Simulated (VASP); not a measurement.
Band structure of TlBr (CsCl type). All values below come from rev-vdW-DF2, VASP's PBE PAW potentials (set 64) (plane waves; VASP 6.6.1).

Unless said otherwise, spin-orbit coupling is left out, though it shifts the bands of the heavy elements here.

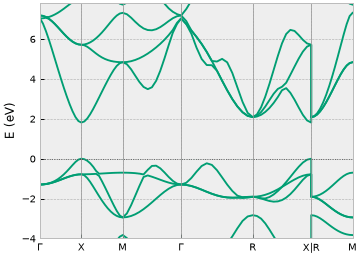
Fig. 1. Bands along high-symmetry lines, zero at the valence-band maximum or, without a gap, the Fermi level

Read the plot: is there a gap, and where are the band edges?

The gap is direct, 1.81 eV, from the valence maximum at X to the conduction minimum at X. (Edges off the drawn lines would not show.)

The compound is TlBr in the CsCl type structure. It was relaxed first.
